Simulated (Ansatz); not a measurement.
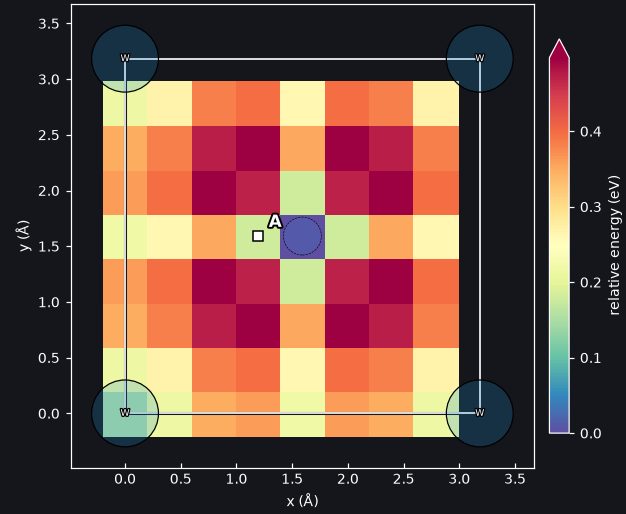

CO on a W(100) slab cut from the Im-3m phase, its upper half relaxed before the scan (16 atoms of substrate and one adsorbate in a 2 × 2 cell). 
- CO is moved over the surface cell; relaxed at each place: the height of the adsorbate's atoms; substrate rigid; the origin of the map has the adsorbate above W13.
- Places are given modulo a cell vector. The map is drawn in real space over the plane of the surface.
- The grid has 8 × 8 points; 15 points were computed and 49 follow by symmetry.
- Places are given in fractions of the 1 × 1 surface cell.
- Energies: eV, counted from the lowest grid point.
- The runs have no spin polarisation; a magnetic state may lie lower.
- All numbers below come from DFT PBE, scalar-relativistic, plane waves, PAW in Ansatz 0.2.0. Settings: cutoff 420 eV, k-mesh 4×4×1, gaussian smearing 0.1 eV, no spin polarisation.

The picture shows one coloured cell a grid point, labelled circles for the atoms of the top layer and small ones for the second layer, the outline of one cell of the plane, one colour for all values above the top of the scale, the point A.

Q: Which way does the force act at A, and how strong is it?

A: A, at (3/8, 4/8) of the cell vectors, is not a stationary point. The computed force is 0.81 eV/Å in the plane, pointing right in the picture (components 0.81 and 0.00 eV/Å).

PAW datasets: the set soft_1.
